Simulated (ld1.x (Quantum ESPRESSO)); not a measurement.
**Pseudopotential generation: Os (part 2 of 2)**

Continued. System: osmium (Os, Z = 76), core [Kr] 4d10 4f14, reference valence 5s2 5p6 5d6 6s2 6p0, valence charge 16. Method: RRKJ potential, PBEsol, scalar-relativistic, made with ld1.x (Quantum ESPRESSO) 7.5.

Output of the test run (extracts), continued:
```
     ---------------------- Testing the pseudopotential ----------------------

     Os
     scalar relativistic calculation

     atomic number is 76.00   valence charge is 16.00
     dft =PBESOL   lsd =0 sic =0 latt =0  beta=0.20 tr2=1.0E-14
     mesh =1275 r(mesh) =  98.91557 xmin = -7.00 dx = 0.01250

     n l     nl             e AE (Ry)        e PS (Ry)    De AE-PS (Ry)
     1 0     5S   1( 2.00)       -6.64252       -6.71792        0.07541  !
     2 1     5P   1( 6.00)       -3.65427       -3.71416        0.05989  !
     3 2     5D   1( 6.50)       -0.40277       -0.44299        0.04023  !
     2 0     6S   1( 1.50)       -0.42757       -0.64503        0.21745  !
     3 1     6P   1( 0.00)       -0.07941       -0.09172        0.01232  !

     eps = 7.5E-15  iter = 18

     Etot =  -34497.816992 Ry,  -17248.908496 Ha, -469366.711412 eV
     Etotps =  -309.050739 Ry,    -154.525369 Ha,   -4204.849511 eV
     dEtot_ae =       0.004368 Ry
     dEtot_ps =       0.096623 Ry,   Delta E=      -0.092255 Ry

     Ekin =      56.653237 Ry,      28.326618 Ha,     770.806556 eV
     Encl =    -377.205985 Ry,    -188.602992 Ha,   -5132.148870 eV
     Ehrt =     153.802087 Ry,      76.901043 Ha,    2092.583996 eV
     Ecxc =    -145.911917 Ry,     -72.955958 Ha,   -1985.232759 eV
     (Ecc =    -119.633239 Ry,     -59.816619 Ha,   -1627.693135 eV)
     Epseu=       3.611839 Ry,       1.805919 Ha,      49.141567 eV

     ---------------------- End of pseudopotential test ----------------------

     ---------------------- Testing the pseudopotential ----------------------

     Os
     scalar relativistic calculation

     atomic number is 76.00   valence charge is 16.00
     dft =PBESOL   lsd =0 sic =0 latt =0  beta=0.20 tr2=1.0E-14
     mesh =1275 r(mesh) =  98.91557 xmin = -7.00 dx = 0.01250

     n l     nl             e AE (Ry)        e PS (Ry)    De AE-PS (Ry)
     1 0     5S   1( 2.00)       -7.44302       -7.70661        0.26359  !
     2 1     5P   1( 6.00)       -4.45056       -4.66775        0.21719  !
     3 2     5D   1( 6.00)       -1.14708       -1.30707        0.15999  !
     2 0     6S   1( 0.00)       -1.04423       -1.35750        0.31327  !
     3 1     6P   1( 1.00)       -0.58084       -0.65801        0.07718  !

     eps = 4.6E-15  iter = 18

     Etot =  -34496.657122 Ry,  -17248.328561 Ha, -469350.930565 eV
     Etotps =  -307.440298 Ry,    -153.720149 Ha,   -4182.938344 eV
     dEtot_ae =       1.164239 Ry
     dEtot_ps =       1.707064 Ry,   Delta E=      -0.542825 Ry

     Ekin =      56.124698 Ry,      28.062349 Ha,     763.615419 eV
     Encl =    -362.216965 Ry,    -181.108483 Ha,   -4928.212870 eV
     Ehrt =     139.643869 Ry,      69.821934 Ha,    1899.951627 eV
     Ecxc =    -144.679889 Ry,     -72.339944 Ha,   -1968.470165 eV
     (Ecc =    -119.633239 Ry,     -59.816619 Ha,   -1627.693135 eV)
     Epseu=       3.687989 Ry,       1.843994 Ha,      50.177645 eV

     ---------------------- End of pseudopotential test ----------------------
```

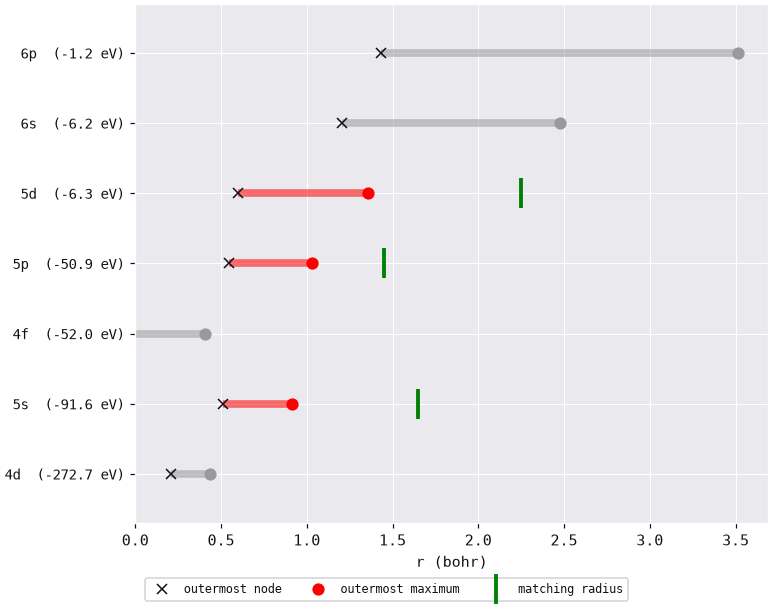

**Figure 1.** Outer shells of the all-electron reference atom: each bar runs from the outermost node (or the nucleus) to the outermost maximum of u(r); the tick is the radius chosen for the pseudo-wave. Shells without a tick have no pseudo-wave of their own. Levels, nodes and maxima are from ld1.x, scalar-relativistic.

- Radii against the shells: 5s: 1.65 bohr, outside the maximum; 5p: 1.45 bohr, outside the maximum; 5d: 2.25 bohr, outside the maximum. In the spherical-Bessel test 5p stands at −3.933 Ry at the top cutoff of 400 Ry against −3.738 Ry all-electron and −4.483 Ry from the radial solver of ld1.x; 5s stands at −6.996 Ry at the top cutoff of 400 Ry against −6.732 Ry all-electron and −7.514 Ry from the radial solver of ld1.x; 5d stands at −0.769 Ry at the top cutoff of 400 Ry against −0.462 Ry all-electron and −1.124 Ry from the radial solver of ld1.x (1 more miss too). No cutoff can be given, and the search for ghost states has no verdict.

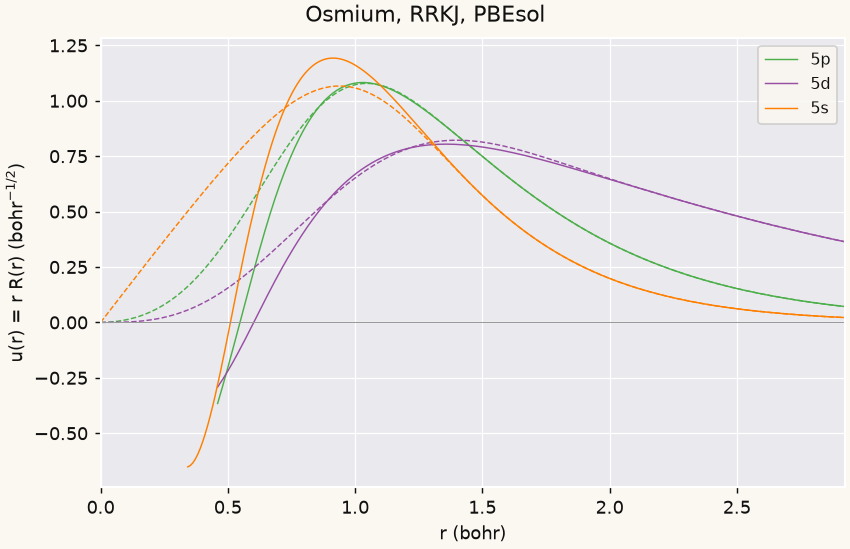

**Figure 2.** Pseudo-waves (dashed) against the all-electron radial functions (solid). The innermost oscillations of some all-electron curves aren't drawn. Reference configuration 5s2 5p6 5d6 6s2 6p0.

- Matching radii: 5p at 1.45 bohr; 5d at 2.25 bohr; 5s at 1.65 bohr. The curves merge smoothly, so the plot gives these only roughly.
- Nodes of the pseudo-waves: 5p has no node; 5d has no node; 5s has no node. The potential isn't sound: the pseudo-atom misses its own reference levels by up to 10.64 eV.

Outcome of the run: generated; the Bessel test doesn't meet the 5p level; the pseudo-atom misses its reference levels by up to 10.64 eV (5s); ld1.x warns of wrong node counts.
